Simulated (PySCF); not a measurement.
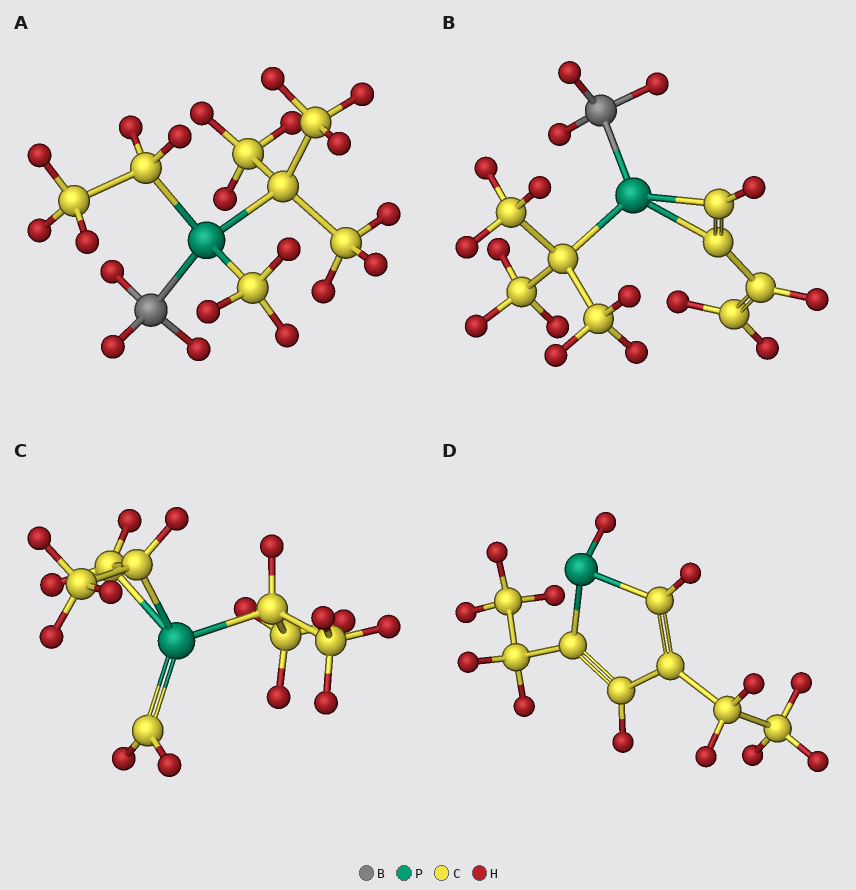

Simulated data, not a measurement (program: PySCF).

Match each picture to its SMILES.
(1) [BH3-][P@+]1(C(C)(C)C)C=C1C=C
(2) C=[P@@]1(C(C)C)C[C@H]1C
(3) CCc1c[pH]c(CC)c1
(4) [BH3-][P@+](C)(CC)C(C)(C)C

A is (4), B is (1), C is (2), D is (3).
